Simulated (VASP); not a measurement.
Energy against volume of PbTe (rock salt). Calculation: PBE0 hybrid, VASP's PBE PAW potentials (set 64) (plane waves; VASP).

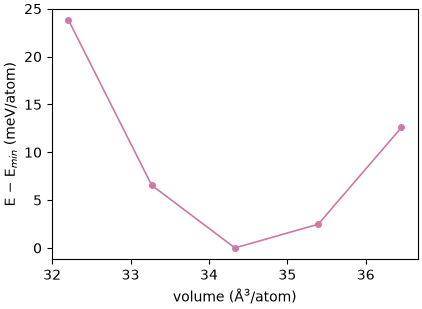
*Energy against volume*

**Question.** Estimate the equilibrium volume and the bulk modulus.

**Answer.** The minimum lies near 34.5 Å³/atom, and the curvature gives B0 of about 43 GPa.

Measured: bulk modulus 39.8 GPa at 300 K (computed value off by +7.5 %), as given by Kerstin Hummer et al., Physical Review B (2007), doi:10.1103/physrevb.75.195211; a 6.438 Å at 120 K (computed value off by +1.2 %), as given by Noda, Masumoto, Ohba, Saito, Toriumi, Iwata, Shibuya, Acta Cryst. C 43, 1443 (1987), by a structure database's card. The calculation is for a static lattice, while the measured bulk modulus, a hold thermal and zero-point effects, which are part of the difference.

The compound is PbTe in the rock salt structure. It was relaxed first. The cell's shape comes from a PBE relaxation.
